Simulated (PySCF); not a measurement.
Molecule: SMILES [Cl][Hf]([Cl])([Cl])[Cl]. Atoms near the plane z = 1.5 Å, at the CAM-B3LYP/def2-SVP optimised geometry (x, y, z in Å): Cl1 (1.6, -1.1, 0.0), Hf2 (-0.8, -1.1, 0.0), Cl4 (-1.6, 1.1, 0.0), Cl5 (-1.6, -2.2, 1.9).

Computed with PySCF with CAM-B3LYP/def2-TZVP, def2 effective core potentials past Kr. The core electrons that the potentials of Hf replace are not part of the density. The values are rescaled to run from 0 to 1.

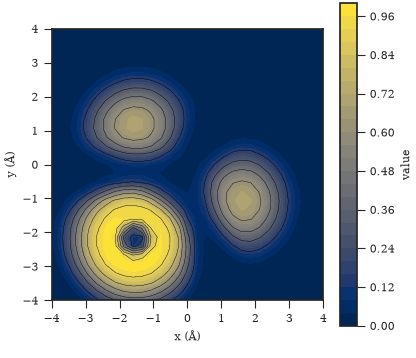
Figure. a field on the plane z = 1.5 Å.

Which quantity is mapped?
A. Laplacian of the electron density
B. electron localisation function
C. an orbital amplitude
D. log10 of the electron density

B, electron localisation function
